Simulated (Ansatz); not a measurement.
**One shape, several levels: doublet [SiH2Cl2]−**

Aim: a comparison of 4 runs (UB3LYP/6-311+G**, UBLYP/6-311+G**, UCAM-B3LYP/6-311+G**, UPBE0/6-311+G**) of doublet [SiH2Cl2]−. 

The calculation is run with Ansatz 0.2.0.

47 further runs of the same task are left out: 4 that didn't finish, 43 set aside as unsound or not needed.

## 1. The system as given

The species is [SiH2Cl2]− (5 atoms), meant as a doublet with charge -1. SMILES of the parent species: `Cl[SiH2]Cl`. The coordinates come from a PBE0-D4/def2-TZVP relaxation. That shape belongs to the parent species and isn't relaxed for this state.

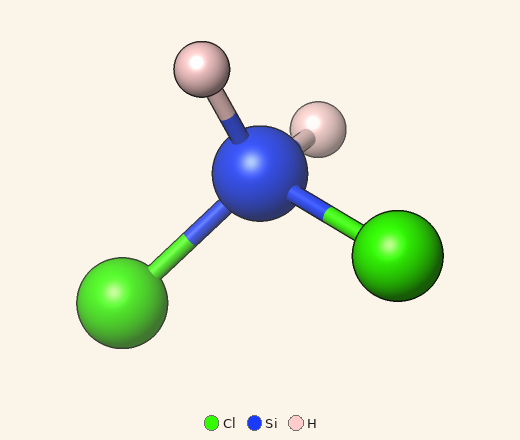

Viewed from a chosen angle; chlorine green, silicon blue, hydrogen pink.

## 2. A single-point energy at UB3LYP/6-311+G(d,p) (run 1)

job.yaml

```yaml
crystal:
  periodic: [false, false, false]
  atoms:
    - {symbol: Cl, position_ang: [-1.036100, -0.393400, 1.609300]}
    - {symbol: Si, position_ang: [0.136800, -0.071700, -0.028900]}
    - {symbol: Cl, position_ang: [-0.799200, 1.196800, -1.324000]}
    - {symbol: H, position_ang: [0.352000, -1.362200, -0.711200]}
    - {symbol: H, position_ang: [1.396500, 0.556600, 0.413400]}
basis:
  gaussian:
    orbitals: 6-311+G_st__st_-spherical.json
total_charge: -1
magnetization:
  spin_polarized: true
  initial_magnetization: 1
hamiltonian:
  xc: {name: B3LYP}
accuracy: high
output: {orbitals: {seedname: orbitals}}
```

The basis set 6-311+G** is read from a file made from the Basis Set Exchange's data (not shown).

The run is started by

```bash
$ ansatz run job.yaml --threads 1 --pin off --max-ram 3480MiB --events-out events.jsonl --progress --plain --runs-dir runs
```

The log of the run:

```text
Warning: RAYON_NUM_THREADS=1 ignored (pool sized by the plan → 1); use --threads N
Functional definition: B3LYP
  name "B3LYP"
  parameter a0 = 0.2
  parameter ax = 0.72
  parameter ac = 0.81
  exchange = (1 - a0 - ax)*slater_x + ax*b88_x + a0*exact_x
  correlation = (1 - ac)*vwn_rpa_c + ac*lyp_c
1713 factors; integrals over basis functions are off by at most 4.4e-9 eV
mean field evaluation 1: about -32957.8149 eV, gradient 1.4e1 eV
mean field evaluation 2: about -32956.8673 eV, gradient 1.9e1 eV
mean field evaluation 4: about -32959.1433 eV, gradient 8.2e-1 eV
mean field evaluation 8: about -32959.3104 eV, gradient 1.9e-1 eV
mean field evaluation 16: about -32959.3373 eV, gradient 6.0e-2 eV
mean field evaluation 32: about -32959.3383 eV, gradient 9.0e-5 eV
mean field evaluation 64: about -32959.3383 eV, gradient 2.2e-7 eV
mean field evaluation 96: about -32958.9932 eV, gradient 2.3e0 eV
mean field evaluation 128: about -32959.2814 eV, gradient 1.0e-1 eV
mean field -32959.33828004 eV, -1211.2333411497 hartree, gradient 9.8e-8 eV, S^2 0.750545; 9 other end points of the search recorded, 0 dependent functions left out
reference -32959.33831008 eV, -1211.2333422534 hartree; 26, 25 occupied and 76, 77 virtual orbitals, 1713 factors
Total energy: -32959.33831008 eV, -1211.2333422534 hartree
```

Run time: 2.2 min. Hardware: 1 thread of Arm Neoverse V2, shared host; peak memory 0.53 GiB.

## 3. A single-point energy at UBLYP/6-311+G(d,p) (run 2)

input.yaml

```yaml
crystal:
  periodic: [false, false, false]
  atoms:
    - symbol: Cl
      position_ang: [-1.036100, -0.393400, 1.609300]
    - symbol: Si
      position_ang: [0.136800, -0.071700, -0.028900]
    - symbol: Cl
      position_ang: [-0.799200, 1.196800, -1.324000]
    - symbol: H
      position_ang: [0.352000, -1.362200, -0.711200]
    - symbol: H
      position_ang: [1.396500, 0.556600, 0.413400]
basis:
  gaussian: {orbitals: 6-311+G_st__st_-spherical.json}
total_charge: -1
magnetization: {spin_polarized: true, initial_magnetization: 1}
hamiltonian: {xc: {name: BLYP}}
accuracy: high
output: {orbitals: {seedname: orbitals}}
```

The basis set 6-311+G** is read from a file made from the Basis Set Exchange's data (not shown).

The run is started by

```bash
$ ansatz run input.yaml --threads 1 --pin off --max-ram 3480MiB --events-out events.jsonl --progress --plain --runs-dir runs
```

The log of the run, cut to the lines that bear on the results:

```text
Warning: RAYON_NUM_THREADS=1 ignored (pool sized by the plan → 1); use --threads N
Functional definition: BLYP
  name "BLYP"
[...]
1713 factors; integrals over basis functions are off by at most 4.4e-9 eV
[...]
mean field -32957.56812910 eV, -1211.1682893025 hartree, gradient 4.5e-8 eV, S^2 0.750367; 9 other end points of the search recorded, 0 dependent functions left out
reference -32957.56817082 eV, -1211.1682908355 hartree; 26, 25 occupied and 76, 77 virtual orbitals, 1713 factors
Total energy: -32957.56817082 eV, -1211.1682908355 hartree
```

Run time: 1.7 min. Hardware: 1 thread of Arm Neoverse V2, shared host; peak memory 0.31 GiB.

Run 3 isn't shown in full; the table further down has it.

## 4. A single-point energy at UPBE0/6-311+G(d,p) (run 4)

run.yaml

```yaml
basis:
  gaussian:
    orbitals: 6-311+G_st__st_-spherical.json
crystal:
  periodic: [false, false, false]
  atoms:
    - {symbol: Cl, position_ang: [-1.036100, -0.393400, 1.609300]}
    - {symbol: Si, position_ang: [0.136800, -0.071700, -0.028900]}
    - {symbol: Cl, position_ang: [-0.799200, 1.196800, -1.324000]}
    - {symbol: H, position_ang: [0.352000, -1.362200, -0.711200]}
    - {symbol: H, position_ang: [1.396500, 0.556600, 0.413400]}
total_charge: -1
magnetization:
  spin_polarized: true
  initial_magnetization: 1
hamiltonian:
  xc: {name: PBE0}
accuracy: high
output: {orbitals: {seedname: orbitals}}
```

The basis set 6-311+G** is read from a file made from the Basis Set Exchange's data (not shown).

The run is started by

```bash
$ ansatz run run.yaml --threads 1 --pin off --max-ram 3480MiB --events-out events.jsonl --progress --plain --runs-dir runs
```

The log of the run, cut to the lines that bear on the results:

```text
Warning: RAYON_NUM_THREADS=1 ignored (pool sized by the plan → 1); use --threads N
Functional definition: PBE0
  name "PBE0"
[...]
1713 factors; integrals over basis functions are off by at most 4.4e-9 eV
[...]
mean field -32946.24014747 eV, -1210.7519936559 hartree, gradient 2.3e-8 eV, S^2 0.750745; 9 other end points of the search recorded, 0 dependent functions left out
reference -32946.24015007 eV, -1210.7519937516 hartree; 26, 25 occupied and 76, 77 virtual orbitals, 1713 factors
Total energy: -32946.24015007 eV, -1210.7519937516 hartree
```

It took 2 min on 1 thread of Arm Neoverse V2, shared host; peak memory 0.53 GiB.

## 5. Overview of the runs

| run | level | energy (Eh) | HOMO energy (eV) | LUMO energy (eV) | ⟨S²⟩ | wall time |
| --- | --- | --- | --- | --- | --- | --- |
| 1 | UB3LYP/6-311+G** | -1211.233342 | 2.18 | 3.01 | 0.751 | 2.2 min |
| 2 | UBLYP/6-311+G** | -1211.168291 | 2.56 | 2.80 | 0.750 | 1.7 min |
| 3 | UCAM-B3LYP/6-311+G** | -1211.207963 | 1.61 | 3.75 | 0.751 | 80 s |
| 4 | UPBE0/6-311+G** | -1210.751994 | 2.14 | 3.12 | 0.751 | 2 min |

## 6. Summary of results

| quantity | value |
| --- | --- |
| run 4: total energy | -1210.75199 Eh |
| run 4: HOMO energy (highest over α and β) | 2.14 eV |
| run 4: LUMO energy (lowest over α and β) | 3.12 eV |
| run 4: ⟨S²⟩ | 0.751 |

In words: Totals of different functionals can't be ranked against each other. In runs 1, 2, 3, 4 the HOMO lies above zero, so the outermost electron may be held by the basis alone. All runs together took 7.3 min, the longest 2.2 min.
